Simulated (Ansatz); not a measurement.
Consider CH₃LiOS.

The calculation's input:

```
crystal:
  periodic: [false, false, false]
  atoms:
    - {symbol: C, position_ang: [-0.903584, 2.178383, -0.700354]}
    - {symbol: Li, position_ang: [0.293917, -0.081644, 0.150704]}
    - {symbol: O, position_ang: [-1.048507, 1.298958, 0.128368]}
    - {symbol: S, position_ang: [1.803936, -0.101759, -1.446071]}
    - {symbol: H, position_ang: [-0.027131, 2.179926, -1.369072]}
    - {symbol: H, position_ang: [-1.652792, 2.981279, -0.789007]}
    - {symbol: H, position_ang: [2.909687, 0.048443, -0.687497]}
basis:
  gaussian: {orbitals: def2-TZVPD}
total_charge: 0
hamiltonian: {xc: {name: PBE0}}
output: {forces: true, orbitals: {seedname: orbitals}}
```

Command:

```sh
ansatz run input.yaml --threads 2 --pin off --max-ram 4350MiB --events-out events.jsonl --progress --plain --runs-dir runs
```

Geometry: B3LYP-D3(BJ)/6-311G**.

These are results of isolated molecule in a Gaussian basis; Kohn-Sham density functional theory, functional PBE0 (Ansatz 0.2.0), not measurements.

Predict the electron density and electron localisation function between the atoms.

Answer. C–O (1.22 Å): ρ at the midpoint is about 3.3 e/Å³; the ELF peaks at about 0.85 between the atoms (a multiple bond).
Li–O (1.93 Å): the density is about 0.4 e/Å³ at the midpoint; the ELF peaks at about 0.95 in the valence shell of O, 0.6 Å from its nucleus, and falls to about 0.05 next to Li (a closed-shell, largely ionic contact).
Li–S (2.20 Å): ρ is about 0.51 e/Å³ halfway; the ELF peaks at about 0.90 in the valence shell of S, 1.0 Å from its nucleus, and falls to about 0.10 next to Li: an ionic contact with no shared pair.
C–H (1.10 Å): the density is about 2.1 e/Å³ at the midpoint; the ELF climbs to about 1 towards the hydrogen, as it does in any bond to H (a covalent bond by its length).

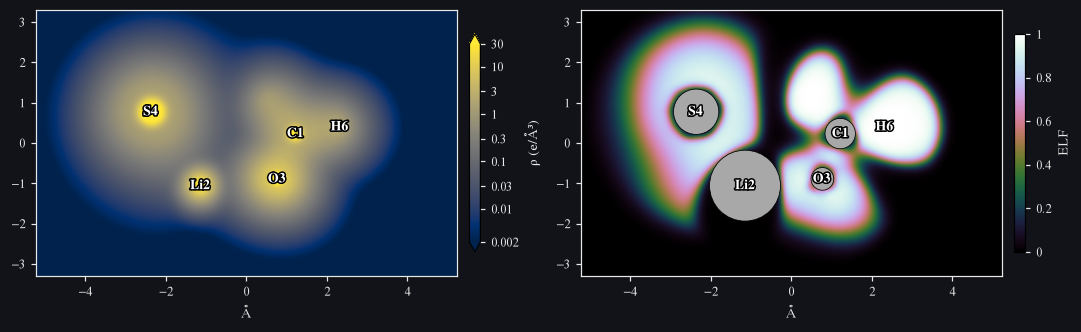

Computed electron density and electron localisation function on the plane of atoms O3, Li2 and S4, in this order. Grey discs cover the atomic cores in the ELF map. 
